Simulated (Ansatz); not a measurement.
**ClH4O4Ta···F (doublet): density, localisation and related maps**

```json
{"atom": "Ta", "x (Å)": "-0.2247", "y (Å)": "-0.1284", "z (Å)": "0.0799"}
{"atom": "Cl", "x (Å)": "2.2671", "y (Å)": "-0.1520", "z (Å)": "0.6491"}
{"atom": "O", "x (Å)": "-0.1980", "y (Å)": "-0.1797", "z (Å)": "2.0236"}
{"atom": "H", "x (Å)": "0.4753", "y (Å)": "-0.2273", "z (Å)": "2.7237"}
{"atom": "O", "x (Å)": "0.5704", "y (Å)": "-0.1910", "z (Å)": "-1.5988"}
{"atom": "H", "x (Å)": "1.6073", "y (Å)": "-0.2174", "z (Å)": "-1.7595"}
{"atom": "O", "x (Å)": "-1.2156", "y (Å)": "1.4914", "z (Å)": "-0.1029"}
{"atom": "H", "x (Å)": "-1.7398", "y (Å)": "1.8722", "z (Å)": "0.6265"}
{"atom": "O", "x (Å)": "-1.4046", "y (Å)": "-1.6176", "z (Å)": "-0.1185"}
{"atom": "H", "x (Å)": "-1.9482", "y (Å)": "-1.9505", "z (Å)": "0.6202"}
{"atom": "F", "x (Å)": "2.9995", "y (Å)": "-0.2288", "z (Å)": "-1.4840"}
```

Core potentials replace the inner electrons of Ta.

All numbers below come from Ansatz, UKS PBE/def2-SVP.

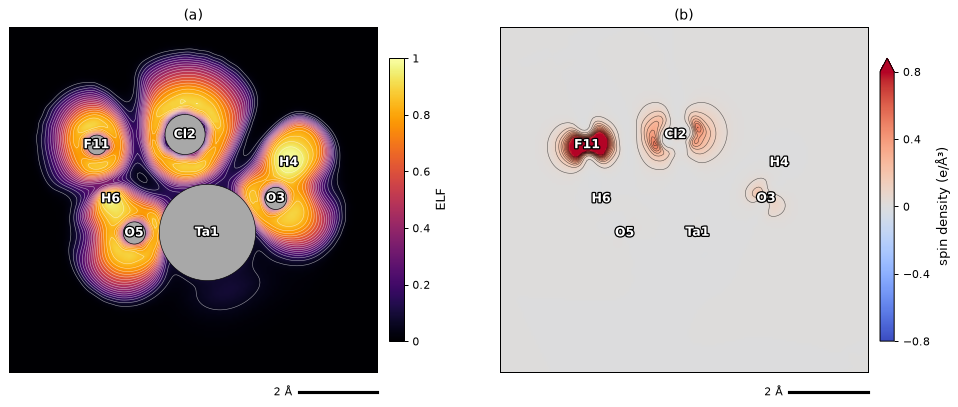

Figure 1. (a) ELF; (b) spin density (α minus β) on the plane of atoms Cl2, Ta1 and O5. Grey discs cover the atomic cores in the ELF map.

> Read the bonding off the picture.

The section cuts through Ta, Cl, O, H and F sites.
F11···H6 (1.42 Å): the ELF dips to about 0.35 between them.
Ta–O (1.86 Å): the ELF peaks at about 0.85 in the valence shell of O, 0.6 Å from its nucleus, and drops to about 0.30 between the two atoms.
Ta–Cl (2.56 Å): the ELF peaks at about 0.90 in the valence shell of Cl, 0.9 Å from its nucleus, and is about 0.35 at the midpoint.
O–H (0.97 Å): the ELF climbs to about 1 towards the hydrogen, as it does in any bond to H: an ordinary covalent bond to hydrogen.
The unpaired spin (1 electron) lies mostly on F11 (about 0.5) and Cl2 (about 0.4), in electrons by Hirshfeld's partition.

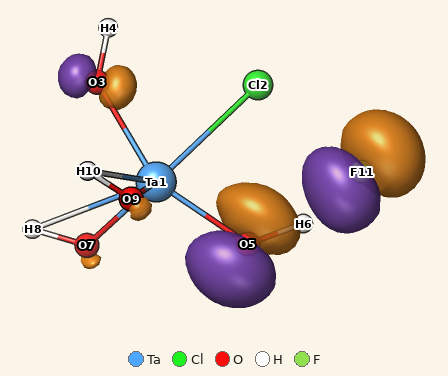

Figure 2. The HOMO−1 (β) at ±0.15 Å⁻³ᐟ² (orange and purple are the two phases), seen at a tilt.

> What is the character of this orbital?

By Hirshfeld shares it lies mainly on F11 (about 55 %) and O5 (about 30 %); largely a combination of lone pairs on F11 and O5. Its energy is −7.47 eV.
